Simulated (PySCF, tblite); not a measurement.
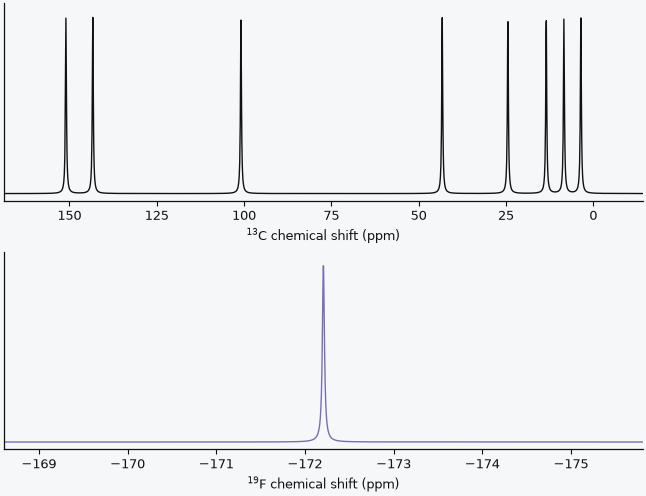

GIAO shifts, PBE0/pcSseg-1, PySCF, at a GFN2-xTB geometry (a minimum by its frequencies), against TMS for ¹³C and CFCl₃ for ¹⁹F computed at the same level (¹⁹F: this reference is a hard case for the method, so all values can be off together by tens of ppm, and differences between signals are safer). Gas phase, fully decoupled, line heights follow the number of nuclei, widths are arbitrary (no quadrupolar broadening); values of one conformer, averaged over methyl-type rotors and exact or near symmetry; other conformers aren't averaged in.

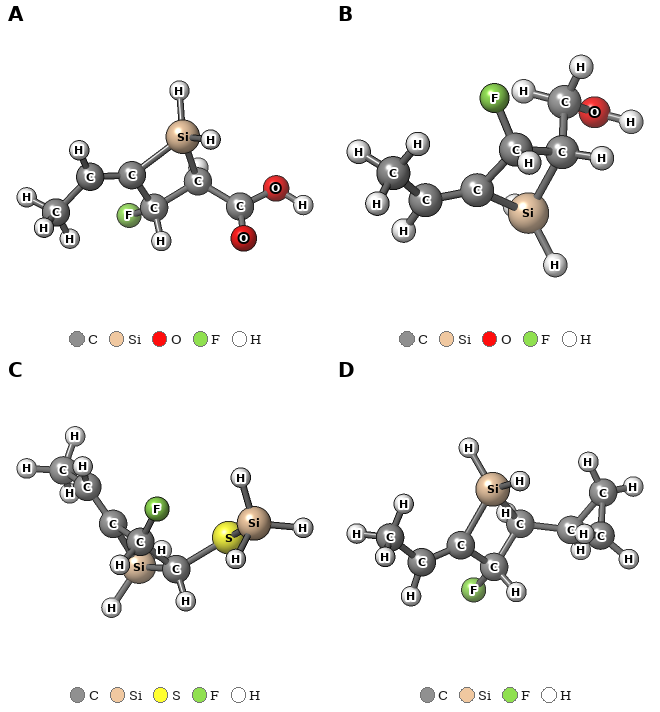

**Which molecule was computed? Choose among the lettered structures.**

Structure D, C₈H₁₃FSi, SMILES C/C=C1\[SiH2][C@@H](C2CC2)[C@@H]1F. Its ¹³C signals: 151.0 (1 C), 143.3 (1 C), 100.9 (1 C), 43.3 (1 C), 24.4 (1 C), 13.5 (1 C), 8.4 (1 C), 3.6 (1 C) ppm. Its ¹⁹F signals: −172.2 (1 F) ppm.

Note: the tight-binding geometry is rougher than a DFT one and adds to the error.
